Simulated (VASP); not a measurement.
Band structure of Ba₃CaO₄ (ordered alloy cell). Level of theory: PBEsol GGA, VASP's PBE PAW potentials (set 64) (plane waves; VASP).

Unless said otherwise, spin-orbit coupling is left out, though it shifts the bands of the heavy elements here.

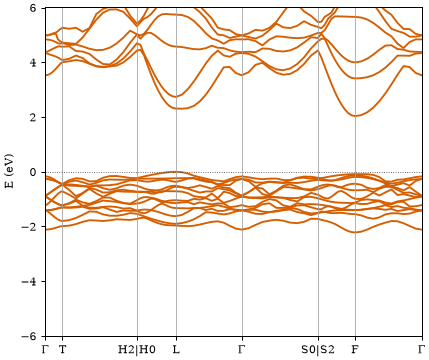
Fig. 1. Bands along high-symmetry lines, zero at the valence-band maximum or, without a gap, the Fermi level

Question: Read the plot: is there a gap, and where are the band edges?

Answer: The gap is indirect, 2.03 eV, from the valence maximum at L to the conduction minimum at F. (Edges off the drawn lines would not show.)

The structure was generated: Ba3CaO4 was put into an ordered model structure (R-3m), which need not be its known phase. It was relaxed first.
